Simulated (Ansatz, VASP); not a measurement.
**Sb (Antimony) in two plane-wave programs**

One calculation is typed for both programs; each brings its own data sets and cutoff. How far apart do they land?

Calculated with Ansatz 0.2.0; plane waves, with VASP 6.6.1 beside it; zone-centre phonons at PBEsol with D3(BJ) and zone-centre phonons at r2SCAN.

### Step 1. The starting structure

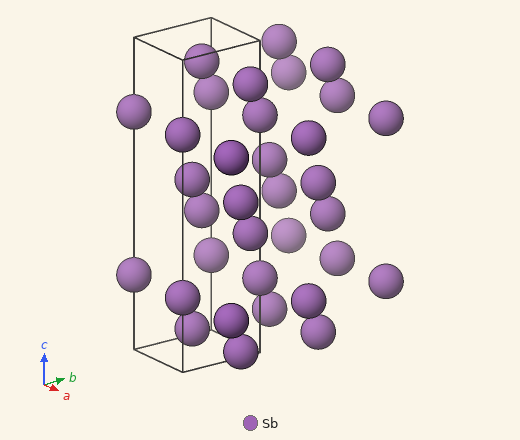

Start, viewed slightly off an axis; antimony purple. 2×2×1 cells are drawn. This picture shows the conventional cell, with its axes. Some periodic images of atoms are drawn too.

### Step 2. VASP: zone-centre phonons, PBEsol with D3(BJ)

Second derivatives magnify differences that forces hide, and they need a tight electronic threshold.

Lines of VASP's logs that name or quote its potential files are left out, and so is its time.

INCAR

```
SYSTEM = Sb
PREC = Accurate
ENCUT = 450
EDIFF = 1E-08
NELM = 100
ISMEAR = 1
SIGMA = 0.15
LREAL = .FALSE.
ALGO = Normal
GGA = PS
IVDW = 12
NBANDS = 11
LORBIT = 11
LWAVE = .FALSE.
LCHARG = .FALSE.
KPAR = 2
IBRION = 6
NFREE = 2
POTIM = 0.015
NSW = 1
ISIF = 2
```

POSCAR

```
Sb
1.0
    2.1380715206      1.2344161680      3.5694938884
   -2.1380715206      1.2344161680      3.5694938884
    0.0000000000     -2.4688323360      3.5694938884
Sb
2
Direct
    0.7610123495      0.7610123495      0.7610123495
    0.2389876505      0.2389876505      0.2389876505
```

KPOINTS

```
Automatic mesh
0
Gamma
12 12 12
0 0 0
```

PAW data sets: Sb (PBE family, release 64).

The run is started by

```
> mpirun -np 2 vasp_std
```

Numbers of over 12 decimals in the logs are rounded to 6 here.

What it wrote:

```text
[banner, memory and clock lines left out]
running    2 mpi-ranks, on    1 nodes
 distrk:  each k-point on    1 cores,    2 groups
 distr:  one band on    1 cores,    1 groups

 POSCAR found type information on POSCAR Sb
 POSCAR found :  1 types and       2 ions
|                                                                             |
|               ----> ADVICE to this user running VASP <----                  |
|                                                                             |
|     You enforced a specific xc type in the INCAR file but a different       |
|     [... a line on the potential file left out ...]
|     I HOPE YOU KNOW WHAT YOU ARE DOING!                                     |
|                                                                             |

 LDA part: xc-table for (Slater+PW92), standard interpolation
 POSCAR, INCAR and KPOINTS ok, starting setup
 FFT: planning ... GRIDC
 FFT: planning ... GRID_SOFT
 FFT: planning ... GRID
 WAVECAR not read
 entering main loop
       N       E                     dE             d eps       ncg     rms          rms(c)
DAV:   1     0.310702698642E+02    0.31070E+02   -0.33495E+03  4158   0.639E+02
DAV:   2    -0.745968921243E+01   -0.38530E+02   -0.37140E+02  5587   0.108E+02
DAV:   3    -0.909160962460E+01   -0.16319E+01   -0.16180E+01  5031   0.249E+01
DAV:   4    -0.910506423294E+01   -0.13455E-01   -0.13453E-01  4720   0.272E+00
DAV:   5    -0.910521381635E+01   -0.14958E-03   -0.14958E-03  4846   0.317E-01    0.307E+00
DAV:   6    -0.909630692966E+01    0.89069E-02   -0.17657E-03  4686   0.259E-01    0.185E+00
DAV:   7    -0.909101644998E+01    0.52905E-02   -0.41852E-03  4620   0.391E-01    0.550E-02
DAV:   8    -0.909104293756E+01   -0.26488E-04   -0.90727E-05  4653   0.682E-02    0.154E-02
DAV:   9    -0.909104796125E+01   -0.50237E-05   -0.10281E-05  4719   0.202E-02    0.475E-03
DAV:  10    -0.909104751991E+01    0.44134E-06   -0.11196E-06  4724   0.604E-03    0.112E-03
DAV:  11    -0.909104766977E+01   -0.14986E-06   -0.12743E-07  4731   0.211E-03    0.407E-04
DAV:  12    -0.909104769726E+01   -0.27491E-07   -0.98414E-09  3434   0.570E-04    0.923E-05
DAV:  13    -0.909104769957E+01   -0.23044E-08   -0.11617E-09  2358   0.240E-04
   1 F= -.10056952E+02 E0= -.10057120E+02  d E =0.503910E-03
[...]
2 F= -.10056810E+02 E0= -.10056985E+02  d E =0.525177E-03
[...]
3 F= -.10056810E+02 E0= -.10056985E+02  d E =0.525165E-03
[...]
4 F= -.10056502E+02 E0= -.10056709E+02  d E =0.622822E-03
 Finite differences progress:
  Degree of freedom:   2/  2
  Displacement:        1/  2
  Total:               3/  4
 bond charge predicted
       N       E                     dE             d eps       ncg     rms          rms(c)
DAV:   1    -0.909020715564E+01    0.35641E-03   -0.24290E-01  4221   0.279E+00    0.852E-02
DAV:   2    -0.909067677585E+01   -0.46962E-03   -0.56835E-03  4801   0.554E-01    0.408E-02
DAV:   3    -0.909065919350E+01    0.17582E-04   -0.82706E-05  4762   0.688E-02    0.164E-02
DAV:   4    -0.909065713916E+01    0.20543E-05   -0.63902E-06  4831   0.149E-02    0.473E-03
DAV:   5    -0.909065692115E+01    0.21801E-06   -0.53016E-07  4569   0.433E-03    0.733E-04
DAV:   6    -0.909065692143E+01   -0.28240E-09   -0.47882E-08  4727   0.133E-03
   5 F= -.10056530E+02 E0= -.10056648E+02  d E =0.353321E-03
 Finite differences progress:
  Degree of freedom:   2/  2
  Displacement:        2/  2
  Total:               4/  4
```

OUTCAR, selected parts (step 2):

```text
ion  position               nearest neighbor table
   1  0.761  0.761  0.761-   2 2.91   2 2.91   2 2.91   2 3.19   2 3.19   2 3.19
   2  0.239  0.239  0.239-   1 2.91   1 2.91   1 2.91   1 3.19   1 3.19   1 3.19

  LATTYP: Found a trigonal (rhomboedric) cell.
 ALAT       =     4.3400944370
 COS(alpha) =     0.5146264635

 Subroutine GETGRP returns: Found 12 space group operations
 (whereof 12 operations were pure point group operations)

The static configuration has the point symmetry D_3d.

 Found    189 irreducible k-points:

   k-points           NKPTS =    189   k-points in BZ     NKDIM =    189   number of bands    NBANDS=     11

   dimension x,y,z NGX =    30 NGY =   30 NGZ =   30
   dimension x,y,z NGXF=    60 NGYF=   60 NGZF=   60

   ENCUT  =  450.0 eV  33.07 Ry    5.75 a.u.   7.51  7.51  7.51*2*pi/ulx,y,z

   NELECT =      10.0000    total number of electrons

 k-points in reciprocal lattice and weights: Automatic mesh
   0.00000000  0.00000000  0.00000000       0.001
   0.08333333  0.00000000  0.00000000       0.003
   0.16666667 -0.00000000  0.00000000       0.003
   0.25000000 -0.00000000 -0.00000000       0.003
   0.33333333 -0.00000000  0.00000000       0.003
   0.41666667 -0.00000000  0.00000000       0.003
   0.50000000 -0.00000000 -0.00000000       0.002
   0.08333333  0.08333333  0.00000000       0.003
   0.16666667  0.08333333 -0.00000000       0.007
[...]
-0.41666667  0.50000000  0.41666667       0.003
   0.50000000  0.50000000  0.50000000       0.001

 Edisp (eV)   -0.96594

 average (electrostatic) potential at core
       1 -84.9108       2 -84.9108

 E-fermi :   7.8255

 k-point     1 :       0.0000    0.0000    0.0000
  band No.  band energies     occupation
      1      -5.1899      2.00000
      2       3.5198      2.00000
      3       5.9164      2.00000
      4       6.0012      2.00000
      5       6.0012      2.00000
      6      10.6257     -0.00000
      7      10.9536      0.00000
      8      10.9536      0.00000
      9      12.6505      0.00000
     10      12.6505      0.00000
    ...

 k-point     2 :       0.0833    0.0000    0.0000
  band No.  band energies     occupation
      1      -5.1091      2.00000
      2       3.0433      2.00000
      3       5.9355      2.00000
      4       6.0021      2.00000
      5       6.2863      2.00000
      6      10.4436     -0.00000
      7      10.6578     -0.00000
      8      10.7073     -0.00000
      9      12.4155      0.00000
     10      12.7234      0.00000
    ...

 k-point     3 :       0.1667   -0.0000    0.0000
  band No.  band energies     occupation
      1      -4.8674      2.00000
      2       2.0365      2.00000
      3       5.9713      2.00000
      4       6.0145      2.00000
      5       6.7597      2.00000
      6       9.8930     -0.00000
      7       9.9727     -0.00000
      8      10.1304     -0.00000
      9      12.3579      0.00000
     10      12.9751      0.00000
    ...

 Edisp (eV)   -0.96587

  Total      -0.05438    -0.05438    -0.08020     0.00000    -0.00000     0.00000
  in kB      -1.54147    -1.54147    -2.27320     0.00000    -0.00000     0.00000
  external pressure =       -1.79 kB  Pullay stress =        0.00 kB

  energy-cutoff  :      450.00
  volume of cell :       56.53
      direct lattice vectors                 reciprocal lattice vectors
     2.138071521  1.234416168  3.569493888     0.233855601  0.135016594  0.093383920
    -2.138071521  1.234416168  3.569493888    -0.233855601  0.135016594  0.093383920
     0.000000000 -2.468832336  3.569493888     0.000000000 -0.270033188  0.093383920

 POSITION                                       TOTAL-FORCE (eV/Angst)
 -----------------------------------------------------------------------------------
      0.00000      0.00000      8.13429         0.000000      0.000000      0.054786
      0.00000      0.00000      2.55919         0.000000     -0.000000     -0.054786
 -----------------------------------------------------------------------------------
    total drift:                                0.000000      0.000000      0.000078

  FREE ENERGIE OF THE ION-ELECTRON SYSTEM (eV)
  ---------------------------------------------------
  free  energy   TOTEN  =       -10.0565300307 eV

  energy  without entropy=      -10.0568833522  energy(sigma->0) =      -10.05664780

 Eigenvectors and eigenvalues of the dynamical matrix
 ----------------------------------------------------

   1 f  =    3.944134 THz    24.781722 2PiTHz  131.562135 cm-1    16.311618 meV
             X         Y         Z           dx          dy          dz
      0.000000  0.000000  8.149287     0.000000    0.000000   -0.707107
      0.000000  0.000000  2.559195     0.000000    0.000000    0.707107

   2 f  =    2.259354 THz    14.195939 2PiTHz   75.363932 cm-1     9.343932 meV
             X         Y         Z           dx          dy          dz
      0.000000  0.000000  8.149287     0.000000   -0.707107    0.000000
      0.000000  0.000000  2.559195    -0.000000    0.707107    0.000000

   3 f  =    2.259354 THz    14.195939 2PiTHz   75.363932 cm-1     9.343932 meV
             X         Y         Z           dx          dy          dz
      0.000000  0.000000  8.149287    -0.707107   -0.000000    0.000000
      0.000000  0.000000  2.559195     0.707107    0.000000    0.000000

   4 f  =    0.000000 THz     0.000000 2PiTHz    0.000000 cm-1     0.000000 meV
             X         Y         Z           dx          dy          dz
      0.000000  0.000000  8.149287     0.000004   -0.707107    0.000000
      0.000000  0.000000  2.559195     0.000004   -0.707107    0.000000

   5 f  =    0.000000 THz     0.000000 2PiTHz    0.000000 cm-1     0.000000 meV
             X         Y         Z           dx          dy          dz
      0.000000  0.000000  8.149287     0.000000    0.000000    0.707107
      0.000000  0.000000  2.559195     0.000000    0.000000    0.707107

   6 f/i=    0.000000 THz     0.000000 2PiTHz    0.000000 cm-1     0.000000 meV
             X         Y         Z           dx          dy          dz
      0.000000  0.000000  8.149287     0.707107    0.000004    0.000000
      0.000000  0.000000  2.559195     0.707107    0.000004    0.000000

 ELASTIC MODULI CONTR FROM IONIC RELAXATION (kBar)
 Direction    XX          YY          ZZ          XY          YZ          ZX
 --------------------------------------------------------------------------------
 XX        -102.6765    -87.2232   -142.4979      0.0000     29.5911     -0.0000
 YY         -87.2232   -102.6765   -142.4979     -0.0000    -29.5911      0.0000
 ZZ        -142.4979   -142.4979   -213.8566      0.0000      0.0000     -0.0000
 XY           0.0000     -0.0000      0.0000     -7.7267     -0.0000     29.5911
 YZ          29.5911    -29.5911      0.0000     -0.0000   -113.3259      0.0000
 ZX          -0.0000      0.0000     -0.0000     29.5911      0.0000   -113.3258
 --------------------------------------------------------------------------------

 total charge
# of ion       s       p       d       tot
------------------------------------------
    1        1.212   1.159   0.041   2.413
    2        1.212   1.159   0.041   2.413
--------------------------------------------------
tot          2.425   2.319   0.083   4.826

[... 3 further parts left out ...]
```

CONTCAR:

```
Sb
   1.00000000000000
     2.1380715206000001    1.2344161680000001    3.5694938883999998
    -2.1380715206000001    1.2344161680000001    3.5694938883999998
     0.0000000000000000   -2.4688323360000002    3.5694938883999998
  Sb
     2
Direct
     0.7596115906931982    0.7596115906931982    0.7596115906931982
     0.2389876505000004    0.2389876505000004    0.2389876505000004
```

### Step 3. Ansatz: zone-centre phonons, PBEsol with D3(BJ)

Ansatz runs on its default PAW (the set named soft_2) files.

The same cell, functional, mesh and smearing now go to Ansatz, which takes its cutoff from its data sets.

input.yaml

```yaml
crystal:
  lattice:
    - [2.1380715206, 1.234416168, 3.5694938884]
    - [-2.1380715206, 1.234416168, 3.5694938884]
    - [0.0, -2.468832336, 3.5694938884]
  atoms:
    - { symbol: Sb, position: [0.7610123495, 0.7610123495, 0.7610123495] }
    - { symbol: Sb, position: [0.2389876505, 0.2389876505, 0.2389876505] }
hamiltonian:
  xc: pbesol
  pseudopotentials: { kind: paw }
  dispersion: d3bj
kpoints:
  mp_grid: { grid: [12, 12, 12] }
scf:
  occupations: { method: methfessel_paxton, width: 0.15 }
phonons:
  method: dfpt
  qpoints: [[0, 0, 0]]
```

The run is started by

```
> ansatz run input.yaml --threads 4 --pin off --max-ram 9216MiB --backend cpu --events-out ev --progress --plain --runs-dir out
```

What it wrote:

```text
Engine: ansatz 0.2.0, aarch64-unknown-linux-gnu
Pseudopotentials: kind: paw
Pseudopotential: Sb, paw, valence charge 15, recommended cutoff 420 eV (normal), Sb.paw.azcp
Functional definition: PBEsol
  exchange = pbesol_x
  correlation = pbesol_c
Crystal: 2 atoms, lattice volume = 56.525 Å³
Basis set: ecut = 420 eV, 1103 PW (Γ), exchange–correlation on 60×60×60 points (8 copies of the dense FFT grid, shifted against one another)
Bands: 19, of which v1, the nominal top of the filled ones, is band 15 counted from 1 (14 counted from 0)
Symmetry: 12 space group operations
k-points: 476 of 1728 (irreducible under 2 space group operations, time reversal used)
Non-local potential: Sb, projectors of the file, l = 0: 2, l = 1: 2, l = 2: 2, l = 3: 2
PAW form: soft (Blöchl's): semilocal exchange-correlation on the pseudo side does not see the compensation charge
PAW frozen core: Sb, regenerated for the run's functional, and the local potential with it (the file was generated under x = pbe(κ = 0.804, μ = 0.219515), c = pbe(β = 0.066725))
PAW one-centre angular grid: Sb, 590 points (default); XC on 64 Gauss nodes
Initial density: superposition of atomic densities (neutral atoms: chi_scale 0, normalization atom), corrected by the library's trained network
Initial wavefunctions: pseudopotential atomic-orbital guess
Functional: x = pbesol(κ = 0.804, μ = 0.123457), c = pbesol(β = 0.046)
SCF iter   1: F=—  HF=-12817.114978 eV  |F-HF|=—  |Δ(HF+E_count)|=         —  Δρ=2.79e-3  dr2=3.05e-3  ethr=1.77e-3  ⟨swp⟩=5.8  Hψ=44630  notcnv=0
preconditioner: auto → Kerker (q_TF=auto, 2.455 Å⁻¹)  [metal: Δε(μ)=0.017 eV  Ē_g=8.927 eV  σ=0.150 eV  W_gap=0.10  n_scr=14 (ndim 8)  ℏωp=15.6 eV  f_vac=0.000  D(μ)=0.36/eV (n_scr^D=0)]
SCF iter   2: F=—  HF=-12817.112297 eV  |F-HF|=—  |Δ(HF+E_count)|=   2.68e-3  S|Δr|=    0.00e0  Δρ=1.81e-3  dr2=1.15e-3  ethr=1.02e-5  ⟨swp⟩=2.6  Hψ=20344  notcnv=0
SCF iter   3: F=—  HF=-12817.112032 eV  |F-HF|=—  |Δ(HF+E_count)|=   2.65e-4  S|Δr|=    0.00e0  Δρ=6.78e-4  dr2=1.30e-4  ethr=3.83e-6  ⟨swp⟩=2.0  Hψ=16192  notcnv=0
SCF iter   4: F=—  HF=-12817.111927 eV  |F-HF|=—  |Δ(HF+E_count)|=   1.04e-4  S|Δr|=    0.00e0  Δρ=2.21e-4  dr2=1.91e-5  ethr=4.32e-7  ⟨swp⟩=2.0  Hψ=16190  notcnv=0
SCF iter   5: F=—  HF=-12817.111922 eV  |F-HF|=—  |Δ(HF+E_count)|=   5.88e-6  S|Δr|=    0.00e0  Δρ=4.19e-5  dr2=1.72e-6  ethr=6.35e-8  ⟨swp⟩=2.0  Hψ=16190  notcnv=0
SCF iter   6: F=—  HF=-12817.111921 eV  |F-HF|=—  |Δ(HF+E_count)|=   4.24e-8  S|Δr|=    0.00e0  Δρ=1.28e-5  dr2=1.71e-7  ethr=5.72e-9  ⟨swp⟩=2.0  Hψ=11503  notcnv=0
SCF iter   7: F=—  HF=-12817.111922 eV  |F-HF|=—  |Δ(HF+E_count)|=   2.94e-8  S|Δr|=    0.00e0  Δρ=9.64e-6  dr2=3.17e-8  ethr=5.69e-10  ⟨swp⟩=3.0  Hψ=16449  notcnv=0
SCF iter   8: F=—  HF=-12817.111921 eV  |F-HF|=—  |Δ(HF+E_count)|=   1.59e-8  S|Δr|=    0.00e0  Δρ=7.88e-7  dr2=4.05e-10  ethr=1.06e-10  ⟨swp⟩=2.0  Hψ=16192  notcnv=0
SCF iter   9: F=—  HF=-12817.111921 eV  |F-HF|=—  |Δ(HF+E_count)|=  2.55e-11  S|Δr|=    0.00e0  Δρ=1.64e-7  dr2=3.02e-11  ethr=1.35e-12  ⟨swp⟩=2.3  Hψ=16005  notcnv=0
SCF iter  10: F=-12817.111921 eV  HF=-12817.111921 eV  |F-HF|=7.28e-12  |Δ(HF+E_count)|=  3.64e-12  S|Δr|=    0.00e0  Δρ=4.94e-8  dr2=3.07e-12  ethr=1.00e-12  ⟨swp⟩=5.7  Hψ=35415  notcnv=0
SCF 1 converged in 10 iterations: F = -12817.111921 eV  dr2 = 3.07e-12
  greatest PAW one-centre occupation: 0.996 electrons in one spin orbital (limit 2), on the Sb atom at site 1 (counted from 0), in its partial waves of l = 2
DFPT response loops at Γ: preconditioner auto → Kerker (q_TF=auto, 2.455 Å⁻¹) (partly filled bands, converged f_vac=0.000); β = 1.00, the filter's whole step (`scf.mixing.beta` (0.50) is not read by the response loops under this deck's `scf.mixing.preconditioner`; to damp them name `kerker` or `kerker_dos`, under which they read `scf.mixing.beta`, and type it under 1.00, their step now; both keys bind the ground state too); Broyden in place of MSR1
SCF converged after 10 iterations
Stability not checked: this state was not tested for a lower state beside it, because cold or Methfessel-Paxton smearing, or corrected tetrahedra, fill the levels in a way that the test cannot read (fill_not_monotonic; see scf.lower_state_search)
Free energy (F): -12817.111921 eV
Harris-Foulkes:  -12817.111921 eV  (|F-HF|=7.28e-12)
Internal energy: -12817.112423 eV  (E = F + TS)
E sigma→0 (E₀):  -12817.112047 eV
Entropy (-TS):   0.000501 eV (0.251 meV/atom)
Fermi energy:    10.820963 eV
Step filling:    the computed levels leave a gap of 0.0000 eV = 0.0 smearing widths at the electron count; against every level under it full and every level over it empty, smearing changes F+E_penalty+E_count by +0.081 meV and its σ→0 estimate by -0.044 meV
--- Per-component energies (eV) ---
  E_band       = -314.092554
  E_kinetic    = 416.346483
  E_local      = -3074.457609  (includes V_loc(G=0)·N_el)
  E_nonlocal   = 728.479323
  E_hartree    = 1399.086835
  E_xc         = -275.855082
  E_vxc        = -194.406004  (∫ρ·V_xc dr)
  E_paw        = -8999.394115  (= ΣΔE_a)
  E_vpaw       = -988.228382  (= ΣTr[D̂ρ^β])
  E_aug_tail   = -0.000004  (compensation charges beyond the density's cutoff)
  E_ewald      = -3011.015774
  E_disp       = -0.966193  (pairwise vdW)
  E_core_change = 0.663714  (= ΣΔE_core)
  E_smearing   = 0.000501  (= −TS)
  E_closure    = 0.000000  (closes the sum)
  Σ components = -12817.111921   (vs F -12817.111921, Δ=0.00e0)
--- Band table (eV; the first three rows and the last of 476) ---
  k-point 0: bands = [... 11 lower, 6.4756, 8.9199, 8.9819, 8.9819, 13.5741, 13.9285, 13.9285, 15.7074]
  k-point 1: bands = [... 11 lower, 6.0051, 8.9357, 8.9820, 9.2633, 13.4030, 13.6414, 13.6850, 15.4544]
  k-point 2: bands = [... 11 lower, 5.0056, 8.9686, 8.9918, 9.7302, 12.8763, 12.9684, 13.1111, 15.3779]
  k-point 475: bands = [... 11 lower, 1.3398, 9.6593, 9.6593, 10.5506, 10.6022, 10.6022, 11.6587, 18.6635]
--- Phonons (Γ-DFPT): 2 representative perturbations + reference, on 476 of 1728 k-points (Σ response iterations 6) ---
  k mesh reduced under 2 symmetry operations, with k and −k counted as one. Each operation leaves every solved perturbation unchanged. A smaller set is not used because it would not reduce the number of displacements times k-points to solve
  ASR residual: 1.940e-5 → 0.000e0 eV/Å²; symmetrization residual: 4.841e-6 eV/Å²
  pairwise dispersion correction: d3bj (s6 = 1.0, s8 = 2.9491, a1 = 0.4466, a2_bohr = 6.1742), with the weights of each atom's references fixed at the reference crystal's, and the forces and stress that the weights' published response gives there kept as a pressure on the atom's counted neighbours (hamiltonian.dispersion)
  ASR residual per site (eV/Å²): 1.94e-5 1.94e-5
  Γ frequencies (cm⁻¹): 0.00 0.00 0.00 69.43 69.43 128.49
  non-analytic LO–TO correction: not included (Born effective charges unavailable; polar crystals: no LO–TO splitting at Γ)
--- Phonons (arbitrary-q DFPT): 1 explicit q-point ---
  q = [0, 0, 0] (of the zone-centre solve; hermiticity 1.31e-6, symmetrization 6.74e-7): -0.00 0.00 0.00 69.43 69.43 128.49
  sum rule: each row above includes the acoustic sum rule's correction from the zone centre's row sums; it moved no ω² by more than (0.21 cm⁻¹)²
```

Wall time 36 s (4 threads of Arm Neoverse V1, shared host); peak memory 1.7 GiB; 2.2 min of CPU time.

Reading the cycles: dr2 is the Hartree energy of the density residual (eV), the measure of convergence; HF is the Harris–Foulkes estimate of the energy, which meets the free energy F at convergence.

(Part 1 of 2 ends here.)

[Lines on the potential files, build, host, timing and source positions are cut from VASP's logs without a mark.]

[Logs are printed without paths, hosts, clocks, repeated set-up lines and the standing remarks that a program may print on its own settings, such as how far it seeks lower states.]

[Hosts, paths, dates, database ids (printed as entryN), source tags and the programs' standing remarks are cut or masked in the printed files.]
